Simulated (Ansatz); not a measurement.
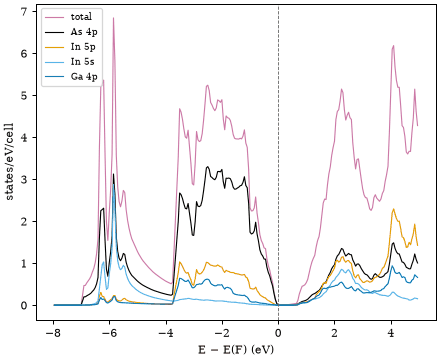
Figure. Total and projected density of states of In$_{2}$GaAs$_{3}$ in space group I-4m2 (No. 119; In on 4e, Ga on 2a, As on 2d, As on 4f), the program Ansatz at the LDA level (PAW)

Which orbitals carry the states next to the Fermi level?

Within 0.5 eV of the Fermi level: As 4p 82 %, In 5p 12 %. Projections are on Löwdin-orthogonalised atomic valence shells; empty p or d shells of many metals are not among them.

Where is the tallest occupied peak in this window, and what makes it?

Near -5.8 eV, about 6.8 states/eV per cell; the largest projected share is As 4p.

The first step of the workflow began from a Materials Project structure, measured or hypothetical; the Crystallography Open Database copy checked does not list it. With In and Ga taken as one species the cell has the higher symmetry F-43m, so it may be an ordered model of a mixed-site phase. Whether it is the stable phase at ambient conditions was not checked. The cell was relaxed with LDA under the symmetry of its start; its stability against distortions is not shown here. Scalar-relativistic: spin–orbit coupling is off unless named, which matters more the heavier the elements.

Potentials: the later of the program's two PAW sets.
